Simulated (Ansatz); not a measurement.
C$_{4}$H$_{6}$F$_{2}$Si (Si(vinyl)2F2)

Input file:

```
crystal:
  periodic: [false, false, false]
  atoms:
    - {symbol: Si, position_ang: [-0.461756, -0.208125, -0.371811]}
    - {symbol: C, position_ang: [-0.673808, -0.016623, 1.452743]}
    - {symbol: C, position_ang: [-1.649511, 0.744466, 1.974671]}
    - {symbol: H, position_ang: [0.017634, -0.529798, 2.136638]}
    - {symbol: H, position_ang: [-2.363000, 1.275323, 1.333161]}
    - {symbol: H, position_ang: [-1.780161, 0.866712, 3.056734]}
    - {symbol: C, position_ang: [1.191691, 0.260504, -1.046362]}
    - {symbol: C, position_ang: [1.949887, -0.613344, -1.728404]}
    - {symbol: H, position_ang: [1.577847, 1.276605, -0.880906]}
    - {symbol: H, position_ang: [1.607372, -1.637433, -1.918842]}
    - {symbol: H, position_ang: [2.936191, -0.345461, -2.126372]}
    - {symbol: F, position_ang: [-1.631674, 0.676357, -1.068235]}
    - {symbol: F, position_ang: [-0.720722, -1.749172, -0.813027]}
basis:
  gaussian: {orbitals: def2-TZVP, initial_orbitals: start.molden}
hamiltonian: {xc: pbe0, dispersion: d4}
scf: {omitted_lower_state_checks: [starts]}
output: {orbitals: {seedname: orbitals}}
```

Command:

```sh
ansatz run in.yaml --threads 4 --pin off --events-out ev --progress --plain --max-ram 4787MiB
```

Geometry: r2SCAN-D4/def2-SVP.

All numbers below come from RKS PBE0-D4/def2-TZVP in Ansatz.

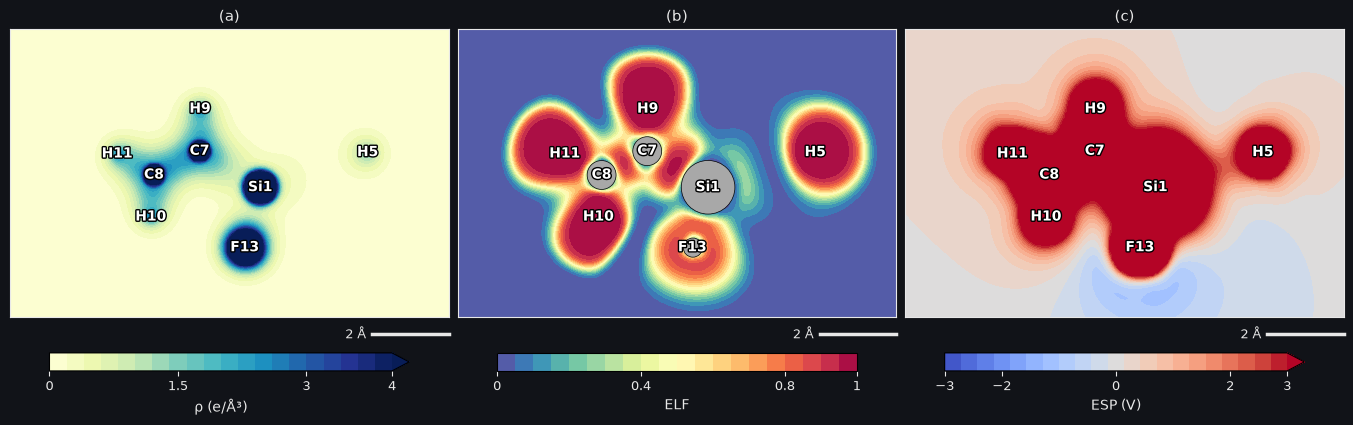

Figure 1. (a) total electron density; (b) electron localisation function; (c) molecular electrostatic potential on the plane of atoms Si1, C7 and H9. Grey discs cover the atomic cores in the ELF map.

**What does the map show?**

Atoms in the plane: Si, H, C and F.
C–C (1.34 Å): the density is about 2.3 e/Å³ at the midpoint; the ELF peaks at about 0.90 between the atoms: a multiple bond.
Si–F (1.62 Å): ρ at the midpoint is about 1.1 e/Å³; the ELF peaks at about 0.85 in the valence shell of F, 0.6 Å from its nucleus, and is about 0.45 at the midpoint.
C–Si (1.85 Å): ρ at the midpoint is about 1 e/Å³; the ELF peaks at about 0.95 between the atoms (localised, covalent bonding).
C–H (1.10 Å): ρ at the midpoint is about 2 e/Å³; the ELF climbs to about 1 towards the hydrogen, as it does in any bond to H (a covalent bond by its length).
The ELF also peaks beside F13, away from the bonds: lone-pair regions.
Outside the dense part of the molecule the potential is most negative (−1.1 V) near F13.

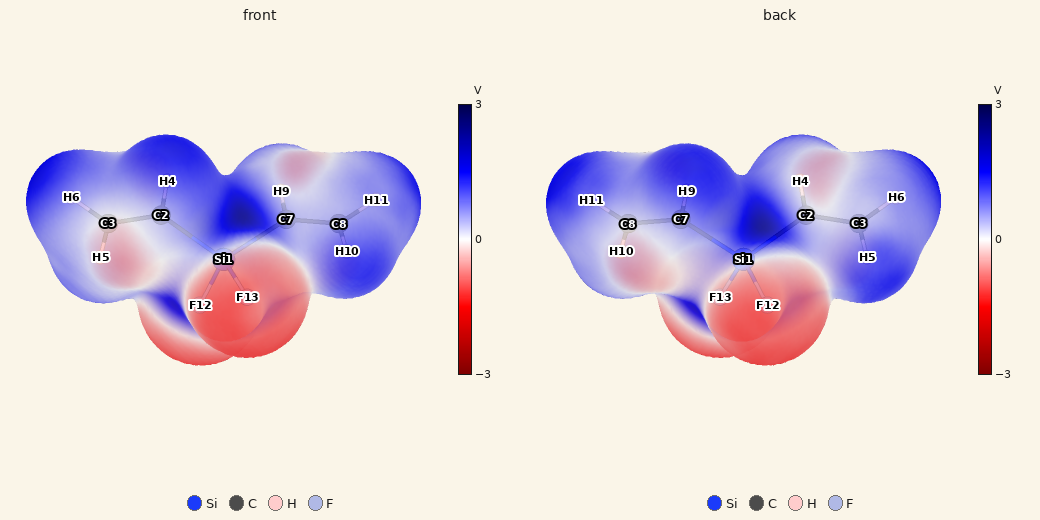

Figure 2. The molecular electrostatic potential painted on the density surface at 0.004 e/bohr³, seen from the front and from behind; the colour scale runs from red (negative) to blue (positive).

**Where is the surface potential most negative and most positive?**

The most negative region (about −1.1 V, or −25 kcal/mol for a unit charge) lies over F12 and F13, the most positive (about +2.2 V, or +51 kcal/mol for a unit charge) over Si1.

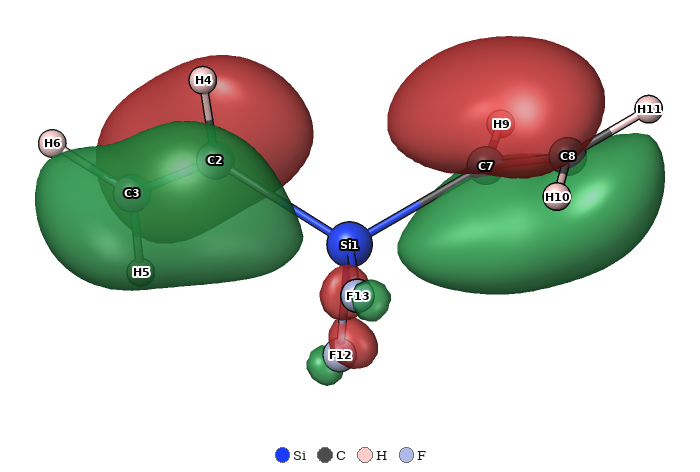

Figure 3. The HOMO−1 at ±0.1 Å⁻³ᐟ² (green and red are the two phases), seen at an oblique angle.

**Where does this orbital lie, and at what energy?**

It lies mainly on C2 (about 20 %), C7 (about 20 %), C8 (about 20 %) and C3 (about 20 %). Its energy is −8.55 eV.

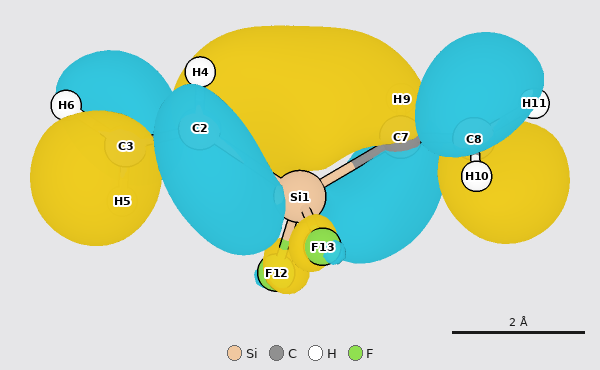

Figure 4. One frontier orbital at ±0.08 Å⁻³ᐟ² (yellow and cyan are the two phases), seen across its widest extent.

**Which orbital is it: HOMO or LUMO?**

The LUMO, at −1.19 eV. It lies mainly on C3 (about 20 %), C8 (about 20 %), C7 (about 15 %), C2 (about 15 %) and Si1 (about 15 %).
